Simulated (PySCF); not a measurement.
**Run report: ZnO, geometry relaxation (part 2 of 2)**

ZnO; RKS-pbe0/6-31g, optimize (PySCF 2.14.0). Some settings of this run were made unusual or wrong on purpose.

Geometry of the input (Å):
```
Zn 0.0000  0.0000  0.0000
O  0.0000  0.0000  0.5000
```

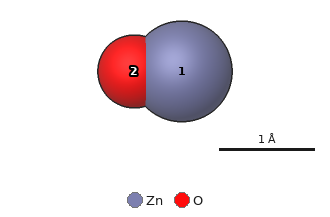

Fig. 1: The starting structure (ball-and-stick view, seen on its broad side; atoms are numbered from 1 in the order of the input). Sticks mark near contacts.

**Output, continued**
```
Geometry optimization cycle 5
Cartesian coordinates (Angstrom)
 Atom        New coordinates             dX        dY        dZ
  Zn   0.000000  -0.000000  -0.273364    0.000000 -0.000000 -0.066382
   O  -0.000000   0.000000   0.773364   -0.000000  0.000000  0.066382
New geometry
   1 Zn     0.000000000015  -0.000000000016  -0.273364362487 AA    0.000000000028  -0.000000000029  -0.516583777317 Bohr
   2 O     -0.000000000015   0.000000000016   0.773364362498 AA   -0.000000000028   0.000000000029   1.461446839619 Bohr

******** <class 'pyscf.scf.hf.RKS_Scanner'> ********
method = RKS_Scanner
initial guess = minao
damping factor = 0
level_shift factor = 0
DIIS = <class 'pyscf.scf.diis.CDIIS'>
diis_start_cycle = 1
diis_space = 8
diis_damp = 0
SCF conv_tol = 1e-09
SCF conv_tol_grad = None
SCF max_cycles = 50
direct_scf = True
direct_scf_tol = 1e-13
XC library pyscf.dft.libxc version 7.0.0
    S. Lehtola, C. Steigemann, M. J.T. Oliveira, and M. A.L. Marques.,  SoftwareX 7, 1–5 (2018)
XC functionals = pbe0
    C. Adamo and V. Barone.,  J. Chem. Phys. 110, 6158 (1999)
    M. Ernzerhof and G. E. Scuseria.,  J. Chem. Phys. 110, 5029 (1999)
radial grids:
    Treutler-Ahlrichs [JCP 102, 346 (1995); DOI:10.1063/1.469408] (M4) radial grids

becke partition: Becke, JCP 88, 2547 (1988); DOI:10.1063/1.454033
pruning grids: <function nwchem_prune>
grids dens level: 3
symmetrized grids: False
atomic radii adjust function: <function treutler_atomic_radii_adjust>
small_rho_cutoff = 0
Set gradient conv threshold to 3.16228e-05
tot grids = 34728
init E= -1852.88155743512
  HOMO = -0.208676658869875  LUMO = 0.0140421091851795  gap/eV = 6.06049
cycle= 1 E= -1852.82053525001  delta_E= 0.061  |g|= 0.535  |ddm|= 0.75
  HOMO = -0.363056754865488  LUMO = -0.112762092391877  gap/eV = 6.81086
cycle= 2 E= -1852.62910794474  delta_E= 0.191  |g|= 1.16  |ddm|= 1.18
  HOMO = -0.278062397900038  LUMO = -0.0575563846199603  gap/eV = 6.00027
cycle= 3 E= -1852.86604718277  delta_E= -0.237  |g|= 0.0924  |ddm|= 0.874
  HOMO = -0.279878517259087  LUMO = -0.0571994651898886  gap/eV = 6.05941
cycle= 4 E= -1852.86700121546  delta_E= -0.000954  |g|= 0.0432  |ddm|= 0.0793
  HOMO = -0.278195856084541  LUMO = -0.0549787724333015  gap/eV = 6.07405
cycle= 5 E= -1852.86732703855  delta_E= -0.000326  |g|= 0.00527  |ddm|= 0.035
  HOMO = -0.278449577214717  LUMO = -0.0549540748060919  gap/eV = 6.08162
cycle= 6 E= -1852.86733306457  delta_E= -6.03e-06  |g|= 0.00057  |ddm|= 0.00492
  HOMO = -0.278479884793775  LUMO = -0.0549930432334271  gap/eV = 6.08139
cycle= 7 E= -1852.86733316483  delta_E= -1e-07  |g|= 8.63e-05  |ddm|= 0.000938
  HOMO = -0.278480054111322  LUMO = -0.0549905520495853  gap/eV = 6.08146
cycle= 8 E= -1852.8673331668  delta_E= -1.97e-09  |g|= 1.05e-05  |ddm|= 8.99e-05
  HOMO = -0.278478588983777  LUMO = -0.0549894110202058  gap/eV = 6.08145
cycle= 9 E= -1852.86733316682  delta_E= -2.43e-11  |g|= 8.85e-07  |ddm|= 1.41e-05
  HOMO = -0.278478832616527  LUMO = -0.0549896316717335  gap/eV = 6.08145
Extra cycle  E= -1852.86733316682  delta_E= 2.05e-12  |g|= 2.06e-06  |ddm|= 2.02e-06
converged SCF energy = -1852.86733316682

******** <class 'pyscf.grad.rhf.Gradients_Scanner'> for <class 'pyscf.scf.hf.RKS_Scanner'> ********
unit = Eh/Bohr
grid_response = True
--------------- RKS_Scanner gradients ---------------
         x                y                z
0 Zn    -0.0000000001     0.0000000001     2.8744276472
1 O     0.0000000001    -0.0000000001    -2.8744276472
----------------------------------------------
cycle 5: E = -1852.86733317  dE = -1.0187  norm(grad) = 4.06505
Step    4 : Displace = 6.638e-02/6.638e-02 (rms/max) Trust = 2.000e-01 (+) Grad = 2.874e+00/2.874e+00 (rms/max) E (change) = -1852.8673331668 (-1.019e+00) Quality = 1.469
Hessian Eigenvalues: 5.00000e-02 5.00000e-02 5.00000e-02 ... 5.00000e-02 5.00000e-02 1.05777e+01

Geometry optimization cycle 6
Cartesian coordinates (Angstrom)
 Atom        New coordinates             dX        dY        dZ
  Zn   0.000000  -0.000000  -0.345265    0.000000 -0.000000 -0.071900
   O  -0.000000   0.000000   0.845265   -0.000000  0.000000  0.071900
New geometry
   1 Zn     0.000000000016  -0.000000000016  -0.345264576928 AA    0.000000000030  -0.000000000031  -0.652455490908 Bohr
   2 O     -0.000000000016   0.000000000016   0.845264576947 AA   -0.000000000030   0.000000000031   1.597318553226 Bohr

******** <class 'pyscf.scf.hf.RKS_Scanner'> ********
method = RKS_Scanner
initial guess = minao
damping factor = 0
level_shift factor = 0
DIIS = <class 'pyscf.scf.diis.CDIIS'>
diis_start_cycle = 1
diis_space = 8
diis_damp = 0
SCF conv_tol = 1e-09
SCF conv_tol_grad = None
SCF max_cycles = 50
direct_scf = True
direct_scf_tol = 1e-13
XC library pyscf.dft.libxc version 7.0.0
    S. Lehtola, C. Steigemann, M. J.T. Oliveira, and M. A.L. Marques.,  SoftwareX 7, 1–5 (2018)
XC functionals = pbe0
    C. Adamo and V. Barone.,  J. Chem. Phys. 110, 6158 (1999)
    M. Ernzerhof and G. E. Scuseria.,  J. Chem. Phys. 110, 5029 (1999)
radial grids:
    Treutler-Ahlrichs
[...]
cf.scf.hf.RKS_Scanner'> ********
method = RKS_Scanner
initial guess = minao
damping factor = 0
level_shift factor = 0
DIIS = <class 'pyscf.scf.diis.CDIIS'>
diis_start_cycle = 1
diis_space = 8
diis_damp = 0
SCF conv_tol = 1e-09
SCF conv_tol_grad = None
SCF max_cycles = 50
direct_scf = True
direct_scf_tol = 1e-13
XC library pyscf.dft.libxc version 7.0.0
    S. Lehtola, C. Steigemann, M. J.T. Oliveira, and M. A.L. Marques.,  SoftwareX 7, 1–5 (2018)
XC functionals = pbe0
    C. Adamo and V. Barone.,  J. Chem. Phys. 110, 6158 (1999)
    M. Ernzerhof and G. E. Scuseria.,  J. Chem. Phys. 110, 5029 (1999)
radial grids:
    Treutler-Ahlrichs [JCP 102, 346 (1995); DOI:10.1063/1.469408] (M4) radial grids

becke partition: Becke, JCP 88, 2547 (1988); DOI:10.1063/1.454033
pruning grids: <function nwchem_prune>
grids dens level: 3
symmetrized grids: False
atomic radii adjust function: <function treutler_atomic_radii_adjust>
small_rho_cutoff = 0
Set gradient conv threshold to 3.16228e-05
tot grids = 34728
init E= -1853.8125419037
  HOMO = -0.255861584355987  LUMO = -0.147084203450809  gap/eV = 2.95998
cycle= 1 E= -1853.82435082528  delta_E= -0.0118  |g|= 0.0247  |ddm|= 0.0614
  HOMO = -0.256207027861115  LUMO = -0.142434689493825  gap/eV = 3.09590
cycle= 2 E= -1853.82338125883  delta_E= 0.00097  |g|= 0.0699  |ddm|= 0.0651
  HOMO = -0.249478653054564  LUMO = -0.141097706970617  gap/eV = 2.94920
cycle= 3 E= -1853.82438423884  delta_E= -0.001  |g|= 0.0194  |ddm|= 0.0574
  HOMO = -0.251393762341147  LUMO = -0.141794024279213  gap/eV = 2.98236
cycle= 4 E= -1853.82447135819  delta_E= -8.71e-05  |g|= 0.00218  |ddm|= 0.0122
  HOMO = -0.251778867563021  LUMO = -0.141926680668898  gap/eV = 2.98923
cycle= 5 E= -1853.82447223833  delta_E= -8.8e-07  |g|= 0.000329  |ddm|= 0.00142
  HOMO = -0.251818893845838  LUMO = -0.141910873175455  gap/eV = 2.99075
cycle= 6 E= -1853.82447227688  delta_E= -3.85e-08  |g|= 9.72e-05  |ddm|= 0.000576
  HOMO = -0.251805299571185  LUMO = -0.141904921813783  gap/eV = 2.99054
cycle= 7 E= -1853.82447227972  delta_E= -2.84e-09  |g|= 2.64e-05  |ddm|= 0.000131
  HOMO = -0.251807820679175  LUMO = -0.141903862847866  gap/eV = 2.99064
cycle= 8 E= -1853.82447227994  delta_E= -2.16e-10  |g|= 2.43e-06  |ddm|= 2.26e-05
  HOMO = -0.25180828312056  LUMO = -0.141904160464838  gap/eV = 2.99064
Extra cycle  E= -1853.82447227994  delta_E= 2.27e-13  |g|= 3.02e-06  |ddm|= 3.11e-06
converged SCF energy = -1853.82447227994

******** <class 'pyscf.grad.rhf.Gradients_Scanner'> for <class 'pyscf.scf.hf.RKS_Scanner'> ********
unit = Eh/Bohr
grid_response = True
--------------- RKS_Scanner gradients ---------------
         x                y                z
0 Zn    -0.0000000000     0.0000000000     0.0144886097
1 O     0.0000000000    -0.0000000000    -0.0144886097
----------------------------------------------
cycle 11: E = -1853.82447228  dE = -0.00279208  norm(grad) = 0.02049
Step   10 : Displace = 2.372e-02/2.372e-02 (rms/max) Trust = 3.000e-01 (=) Grad = 1.449e-02/1.449e-02 (rms/max) E (change) = -1853.8244722799 (-2.792e-03) Quality = 1.262
Hessian Eigenvalues: 5.00000e-02 5.00000e-02 5.00000e-02 ... 5.00000e-02 5.00000e-02 3.88809e-01

Geometry optimization cycle 12
Cartesian coordinates (Angstrom)
 Atom        New coordinates             dX        dY        dZ
  Zn   0.000000  -0.000000  -0.594284    0.000000 -0.000000 -0.009860
   O  -0.000000   0.000000   1.094284   -0.000000  0.000000  0.009860
New geometry
   1 Zn     0.000000000025  -0.000000000027  -0.594283765227 AA    0.000000000047  -0.000000000050  -1.123033556554 Bohr
   2 O     -0.000000000025   0.000000000027   1.094283765261 AA   -0.000000000047   0.000000000050   2.067896618901 Bohr

******** <class 'pyscf.scf.hf.RKS_Scanner'> ********
method = RKS_Scanner
initial guess = minao
damping factor = 0
level_shift factor = 0
DIIS = <class 'pyscf.scf.diis.CDIIS'>
diis_start_cycle = 1
diis_space = 8
diis_damp = 0
SCF conv_tol = 1e-09
SCF conv_tol_grad = None
SCF max_cycles = 50
direct_scf = True
direct_scf_tol = 1e-13
XC library pyscf.dft.libxc version 7.0.0
    S. Lehtola, C. Steigemann, M. J.T. Oliveira, and M. A.L. Marques.,  SoftwareX 7, 1–5 (2018)
XC functionals = pbe0
    C. Adamo and V. Barone.,  J. Chem. Phys. 110, 6158 (1999)
    M. Ernzerhof and G. E. Scuseria.,  J. Chem. Phys. 110, 5029 (1999)
radial grids:
    Treutler-Ahlrichs [JCP 102, 346 (1995); DOI:10.1063/1.469408] (M4) radial grids

becke partition: Becke, JCP 88, 2547 (1988); DOI:10.1063/1.454033
pruning grids: <function nwchem_prune>
grids dens level: 3
symmetrized grids: False
atomic radii adjust function: <function treutler_atomic_radii_adjust>
small_rho_cutoff = 0
Set gradient conv threshold to 3.16228e-05
tot grids = 34728
init E= -1853.81951493223
  HOMO = -0.252253146918063  LUMO = -0.144898297566278  gap/eV = 2.92127
cycle= 1 E= -1853.82476717073  delta_E= -0.00525  |g|= 0.00961  |ddm|= 0.0248
  HOMO = -0.251916864104066  LUMO = -0.14275357702654  gap/eV = 2.97048
cycle= 2 E= -1853.82463900576  delta_E= 0.000128  |g|= 0.0258  |ddm|= 0.0246
  HOMO = -0.249406300013147  LUMO = -0.142250884182562  gap/eV = 2.91585
cycle= 3 E= -1853.82476865045  delta_E= -0.00013  |g|= 0.00844  |ddm|= 0.0219
  HOMO = -0.250243948032568  LUMO = -0.14255049645293  gap/eV = 2.93049
cycle= 4 E= -1853.82478545493  delta_E= -1.68e-05  |g|= 0.000823  |ddm|= 0.00539
  HOMO = -0.250400716199969  LUMO = -0.142607865570631  gap/eV = 2.93319
cycle= 5 E= -1853.82478558497  delta_E= -1.3e-07  |g|= 0.000139  |ddm|= 0.000585
  HOMO = -0.250419548315734  LUMO = -0.142601483728825  gap/eV = 2.93388
cycle= 6 E= -1853.82478559244  delta_E= -7.46e-09  |g|= 4.35e-05  |ddm|= 0.000253
  HOMO = -0.250413348152818  LUMO = -0.142598706348607  gap/eV = 2.93379
cycle= 7 E= -1853.82478559301  delta_E= -5.74e-10  |g|= 1.22e-05  |ddm|= 5.93e-05
  HOMO = -0.250419229977962  LUMO = -0.142599492015223  gap/eV = 2.93392
Extra cycle  E= -1853.82478559235  delta_E= 6.61e-10  |g|= 5.29e-05  |ddm|= 4.56e-05
converged SCF energy = -1853.82478559235

******** <class 'pyscf.grad.rhf.Gradients_Scanner'> for <class 'pyscf.scf.hf.RKS_Scanner'> ********
unit = Eh/Bohr
grid_response = True
--------------- RKS_Scanner gradients ---------------
         x                y                z
0 Zn    -0.0000000000     0.0000000000     0.0025531837
1 O     0.0000000000    -0.0000000000    -0.0025531837
----------------------------------------------
cycle 12: E = -1853.82478559  dE = -0.000313312  norm(grad) = 0.00361075
Step   11 : Displace = 9.860e-03/9.860e-03 (rms/max) Trust = 3.000e-01 (=) Grad = 2.553e-03/2.553e-03 (rms/max) E (change) = -1853.8247855923 (-3.133e-04) Quality = 1.161
Hessian Eigenvalues: 5.00000e-02 5.00000e-02 5.00000e-02 ... 5.00000e-02 5.00000e-02 3.20293e-01

Geometry optimization cycle 13
Cartesian coordinates (Angstrom)
 Atom        New coordinates             dX        dY        dZ
  Zn   0.000000  -0.000000  -0.596393    0.000000 -0.000000 -0.002109
   O  -0.000000   0.000000   1.096393   -0.000000  0.000000  0.002109
New geometry
   1 Zn     0.000000000026  -0.000000000028  -0.596392908080 AA    0.000000000049  -0.000000000053  -1.127019258904 Bohr
   2 O     -0.000000000026   0.000000000028   1.096392908114 AA   -0.000000000049   0.000000000053   2.071882321250 Bohr

******** <class 'pyscf.scf.hf.RKS_Scanner'> ********
method = RKS_Scanner
initial guess = minao
damping factor = 0
level_shift factor = 0
DIIS = <class 'pyscf.scf.diis.CDIIS'>
diis_start_cycle = 1
diis_space = 8
diis_damp = 0
SCF conv_tol = 1e-09
SCF conv_tol_grad = None
SCF max_cycles = 50
direct_scf = True
direct_scf_tol = 1e-13
XC library pyscf.dft.libxc version 7.0.0
    S. Lehtola, C. Steigemann, M. J.T. Oliveira, and M. A.L. Marques.,  SoftwareX 7, 1–5 (2018)
XC functionals = pbe0
    C. Adamo and V. Barone.,  J. Chem. Phys. 110, 6158 (1999)
    M. Ernzerhof and G. E. Scuseria.,  J. Chem. Phys. 110, 5029 (1999)
radial grids:
    Treutler-Ahlrichs [JCP 102, 346 (1995); DOI:10.1063/1.469408] (M4) radial grids

becke partition: Becke, JCP 88, 2547 (1988); DOI:10.1063/1.454033
pruning grids: <function nwchem_prune>
grids dens level: 3
symmetrized grids: False
atomic radii adjust function: <function treutler_atomic_radii_adjust>
small_rho_cutoff = 0
Set gradient conv threshold to 3.16228e-05
tot grids = 34728
init E= -1853.82364152295
  HOMO = -0.250509559095384  LUMO = -0.143238148428457  gap/eV = 2.91900
cycle= 1 E= -1853.8247954756  delta_E= -0.00115  |g|= 0.00217  |ddm|= 0.00531
  HOMO = -0.250505375317259  LUMO = -0.142790219116741  gap/eV = 2.93108
cycle= 2 E= -1853.824787831  delta_E= 7.64e-06  |g|= 0.00619  |ddm|= 0.00577
  HOMO = -0.249912641238787  LUMO = -0.142666471132693  gap/eV = 2.91832
cycle= 3 E= -1853.82479569328  delta_E= -7.86e-06  |g|= 0.00177  |ddm|= 0.00511
  HOMO = -0.250088407359094  LUMO = -0.142730947119283  gap/eV = 2.92135
cycle= 4 E= -1853.82479641962  delta_E= -7.26e-07  |g|= 0.000177  |ddm|= 0.00112
  HOMO = -0.250122643469956  LUMO = -0.142743628627047  gap/eV = 2.92193
cycle= 5 E= -1853.82479642583  delta_E= -6.22e-09  |g|= 2.97e-05  |ddm|= 0.000127
  HOMO = -0.250126815318043  LUMO = -0.142742278768647  gap/eV = 2.92208
cycle= 6 E= -1853.82479642619  delta_E= -3.51e-10  |g|= 9.52e-06  |ddm|= 5.51e-05
  HOMO = -0.250122040500395  LUMO = -0.142740842178787  gap/eV = 2.92199
Extra cycle  E= -1853.82479642578  delta_E= 4.09e-10  |g|= 4.19e-05  |ddm|= 3.88e-05
converged SCF energy = -1853.82479642578

******** <class 'pyscf.grad.rhf.Gradients_Scanner'> for <class 'pyscf.scf.hf.RKS_Scanner'> ********
unit = Eh/Bohr
grid_response = True
--------------- RKS_Scanner gradients ---------------
         x                y                z
0 Zn    -0.0000000000     0.0000000000     0.0001742492
1 O     0.0000000000    -0.0000000000    -0.0001742492
----------------------------------------------
cycle 13: E = -1853.82479643  dE = -1.08334e-05  norm(grad) = 0.000246426
Step   12 : Displace = 2.109e-03/2.109e-03 (rms/max) Trust = 3.000e-01 (=) Grad = 1.742e-04/1.742e-04 (rms/max) E (change) = -1853.8247964258 (-1.083e-05) Quality = 1.065
Hessian Eigenvalues: 5.00000e-02 5.00000e-02 5.00000e-02 ... 5.00000e-02 5.00000e-02 2.98434e-01

Geometry optimization cycle 14
Cartesian coordinates (Angstrom)
 Atom        New coordinates             dX        dY        dZ
  Zn   0.000000  -0.000000  -0.596547    0.000000 -0.000000 -0.000154
   O  -0.000000   0.000000   1.096547   -0.000000  0.000000  0.000154
New geometry
   1 Zn     0.000000000027  -0.000000000030  -0.596547395925 AA    0.000000000051  -0.000000000056  -1.127311198621 Bohr
   2 O     -0.000000000027   0.000000000030   1.096547395960 AA   -0.000000000051   0.000000000056   2.072174260969 Bohr

******** <class 'pyscf.scf.hf.RKS_Scanner'> ********
method = RKS_Scanner
initial guess = minao
damping factor = 0
level_shift factor = 0
DIIS = <class 'pyscf.scf.diis.CDIIS'>
diis_start_cycle = 1
diis_space = 8
diis_damp = 0
SCF conv_tol = 1e-09
SCF conv_tol_grad = None
SCF max_cycles = 50
direct_scf = True
direct_scf_tol = 1e-13
XC library pyscf.dft.libxc version 7.0.0
    S. Lehtola, C. Steigemann, M. J.T. Oliveira, and M. A.L. Marques.,  SoftwareX 7, 1–5 (2018)
XC functionals = pbe0
    C. Adamo and V. Barone.,  J. Chem. Phys. 110, 6158 (1999)
    M. Ernzerhof and G. E. Scuseria.,  J. Chem. Phys. 110, 5029 (1999)
radial grids:
    Treutler-Ahlrichs [JCP 102, 346 (1995); DOI:10.1063/1.469408] (M4) radial grids

becke partition: Becke, JCP 88, 2547 (1988); DOI:10.1063/1.454033
pruning grids: <function nwchem_prune>
grids dens level: 3
symmetrized grids: False
atomic radii adjust function: <function treutler_atomic_radii_adjust>
small_rho_cutoff = 0
Set gradient conv threshold to 3.16228e-05
tot grids = 34728
init E= -1853.82471140717
  HOMO = -0.250149557446532  LUMO = -0.142792668876139  gap/eV = 2.92133
cycle= 1 E= -1853.82479647263  delta_E= -8.51e-05  |g|= 0.000135  |ddm|= 0.000373
  HOMO = -0.250062671388856  LUMO = -0.142738107263702  gap/eV = 2.92045
cycle= 2 E= -1853.82479643814  delta_E= 3.45e-08  |g|= 0.000404  |ddm|= 0.000394
  HOMO = -0.250105766538663  LUMO = -0.142750551373109  gap/eV = 2.92128
cycle= 3 E= -1853.82479647548  delta_E= -3.73e-08  |g|= 0.000102  |ddm|= 0.000322
  HOMO = -0.250101212138172  LUMO = -0.142751033389321  gap/eV = 2.92115
cycle= 4 E= -1853.82479647726  delta_E= -1.77e-09  |g|= 1.97e-05  |ddm|= 7.06e-05
  HOMO = -0.250104481121378  LUMO = -0.142752152744432  gap/eV = 2.92121
cycle= 5 E= -1853.82479647735  delta_E= -9.03e-11  |g|= 2.11e-06  |ddm|= 1.24e-05
  HOMO = -0.250105205589229  LUMO = -0.142752152846063  gap/eV = 2.92123
Extra cycle  E= -1853.82479647734  delta_E= 1.02e-11  |g|= 6.84e-06  |ddm|= 6.2e-06
converged SCF energy = -1853.82479647734

******** <class 'pyscf.grad.rhf.Gradients_Scanner'> for <class 'pyscf.scf.hf.RKS_Scanner'> ********
unit = Eh/Bohr
grid_response = True
--------------- RKS_Scanner gradients ---------------
         x                y                z
0 Zn    -0.0000000000     0.0000000000     0.0000013380
1 O     0.0000000000    -0.0000000000    -0.0000013380
----------------------------------------------
cycle 14: E = -1853.82479648  dE = -5.15618e-08  norm(grad) = 1.89215e-06
```

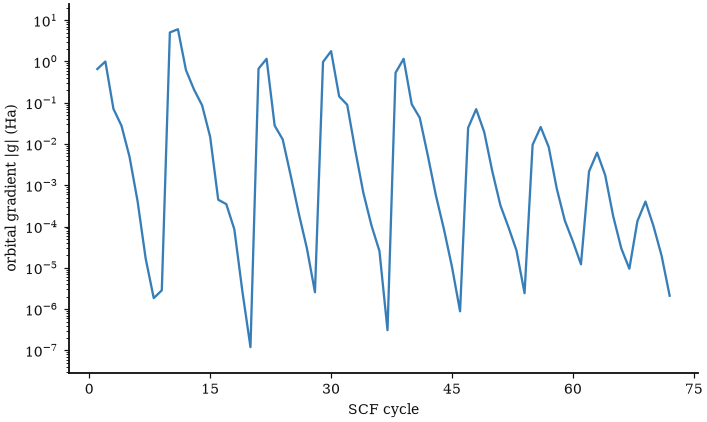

Fig. 2: Convergence of the self-consistent field: orbital gradient |g| against the SCF cycle. All cycles printed in the log are drawn one after another.

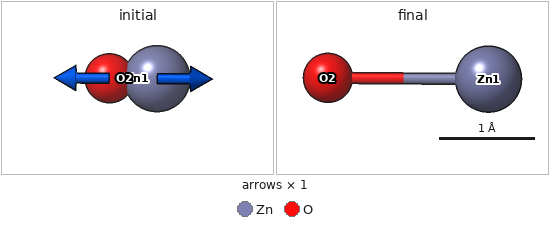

Fig. 3: Before (left) and after (right) the relaxation, at one scale (ball-and-stick view, seen at a tilt). The blue arrows give the displacements, at true length. The largest moves after the best rigid fit, 0.60 Å, are those of Zn1 and O2. By element the largest moves are Zn 0.60 Å, O 0.60 Å. Among the contacts that change: Zn1–O2 0.500 → 1.693 Å. (Atoms are counted from 1 in the order of the input.)

```
Step   13 : Displace = 1.545e-04/1.545e-04 (rms/max) Trust = 3.000e-01 (=) Grad = 1.338e-06/1.338e-06 (rms/max) E (change) = -1853.8247964773 (-5.156e-08) Quality = 1.014
Hessian Eigenvalues: 5.00000e-02 5.00000e-02 5.00000e-02 ... 5.00000e-02 5.00000e-02 2.98434e-01
Converged! =D

    #| If this code has benefited your research, please support us by citing: |#
    #| Wang, L.-P.; Song, C.C. (2016) "Geometry optimization made simple with |#
    #| translation and rotation coordinates", J. Chem, Phys. 144, 214108.     |#
    #|                                     |#
optimised geometry (angstrom)
Zn          0.00000000       -0.00000000       -0.59654740
O          -0.00000000        0.00000000        1.09654740
orbital energies (hartree): [-0.366  -0.366  -0.3286  0.003   0.0698  0.0698]
```

**Outcome**

- outcome: converged
- SCF energy at the first geometry: −1834.404889 hartree
- hardware: 1 CPU thread, shared host
- wall time: 17 s

**Diagnosis**

Some settings of this run were drawn to be unusual or wrong. It converged; results that depend on the unusual settings are not reference values.
